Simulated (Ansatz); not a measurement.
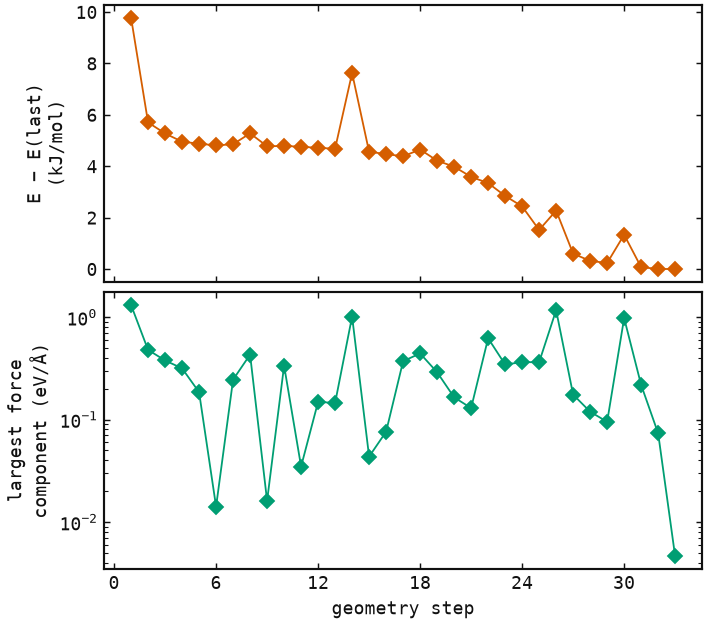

History of a geometry optimisation.

System: CH$_{5}$NO.
Method: RKS PBE0-D4/def2-TZVP in Ansatz 0.2.0.

Question: How did the optimisation end?

Answer: The optimisation met its thresholds at geometry 33, counting the start as the first. The energy fell by about 9.8 kJ/mol from the first step to the last, with a rise at steps 8, 14, 18, 26 and 30. The largest force component goes from about 1.3 eV/Å at the start to 5 × 10⁻³ eV/Å at the end.
